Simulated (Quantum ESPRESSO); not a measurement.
# How far to go with shifted k-point meshes: V (Im-3m, 1 atom in the cell)

```yaml
crystal:
  lattice:
    - [1.50743, 1.50743, 1.50743]
    - [-1.50743, 1.50743, 1.50743]
    - [-1.50743, -1.50743, 1.50743]
  atoms:
    - { symbol: V, position: [0.00000, 0.00000, 0.00000] }
```

Method of the run: PBE, PseudoDojo standard norm-conserving (PBE) pseudopotentials (plane waves; Quantum ESPRESSO).

Base settings: ecutwfc = 85 Ry; occupations = smearing; smearing = gaussian; degauss = 0.0073499 Ry; potentials = {V: V.upf}; K_POINTS = automatic 15 15 15 0 0 0; conv_thr = 1e-11 Ry.

Only quantities that move along the ladder and can be compared are tabulated.

The count of work is k-points × plane waves × bands × iterations; it is no time. 

The starting cell has typed, rounded lattice constants, without a prior relaxation at this level. Its lattice was rescaled by up to half a per cent. Spin polarisation is off. In the base run, with a pressure of about -3 GPa the cell is away from its equilibrium volume at this level.

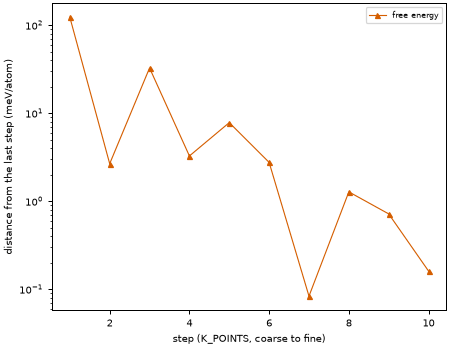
Fig. 1. Distance from the last step along the ladder; very small values are drawn at a floor.

```csv
K_POINTS,free energy less the last step's (meV/atom),pressure (GPa),count of work / last
automatic 3 3 3 1 1 1,123.29,4.02,0.0027
automatic 4 4 4 1 1 1,-2.67,-6.03,0.0036
automatic 5 5 5 1 1 1,32.70,-4.00,0.0062
automatic 7 7 7 1 1 1,-3.27,-3.06,0.014
automatic 9 9 9 1 1 1,7.83,-3.24,0.024
automatic 11 11 11 1 1 1,-2.77,-2.97,0.034
automatic 13 13 13 1 1 1,-0.08,-3.24,0.063
automatic 16 16 16 1 1 1,-1.28,-3.28,0.10
automatic 20 20 20 1 1 1,0.72,-3.15,0.19
automatic 24 24 24 1 1 1,0.16,-3.08,0.31
automatic 37 37 37 1 1 1,0.00,-3.13,1.0
```

Coarsest K_POINTS that holds the free energy within 2 meV/atom of the last step, with all finer ones: automatic 13 13 13 1 1 1, at 0.063 of the last step's count of work; the step before is off by 2.8 meV/atom.

Coarsest K_POINTS that holds the pressure within 0.5 GPa of the last step, with all finer ones: automatic 7 7 7 1 1 1, at 0.014 of the last step's count of work; the step before is off by 0.87 GPa.
